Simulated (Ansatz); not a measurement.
Electronic density of states of amorphous Zr$_{20}$O$_{41}$Be, density 5.24 g/cm³, on a 2×2×2 Γ-centred mesh with a Gaussian width of 0.1 eV; energies count from the Fermi level, whose place inside the gap is arbitrary. Cell and mesh are small, so fine structure isn't converged. Level of theory: PBE, scalar-relativistic without spin-orbit coupling (plane waves to 420 eV, PAW; Ansatz, a program for electronic structure). Sampling: a 2×2×2 Γ-centred mesh; Fermi-Dirac width 0.02 eV; no spin polarisation. At PBE the levels at the filled edge of the gap are localised (band-tail or defect states).

Preparation: random packing, a CHGNet melt and quench, and a DFT relaxation. O atoms were pushed apart under 1.9 Å during the dynamics, to hinder bonds among them. The hot cell started wider than the set density and was brought back towards it in steps. It is the lowest in DFT energy of 2 quenches. It is a model cell: composition and starting density were chosen by hand, and all elements were melted together. No dispersion term was used. Its density started from a set value of 5.24 and ended at 5.24 g/cm³. The simulated quench (nominally 450 K/ps over its main leg) is rapid and tends to freeze in more defects than a deposited or slowly cooled glass has. Values belong to this one cell and scatter from quench to quench. The volume was held where the preparation left it and the shape relaxed, at a PBE pressure of 2.3 GPa. Stress components on the final sampling reach 2.3 GPa.

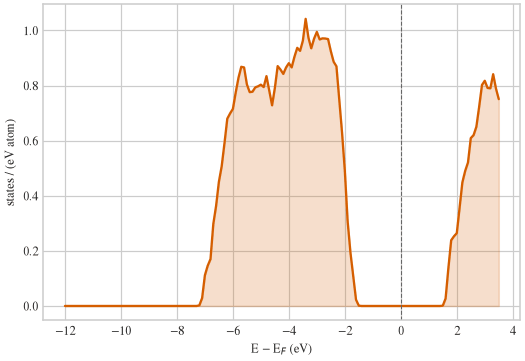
Density of states per atom

The level gap on this mesh is 3.45 eV; the broadening fills part of it in the curve.
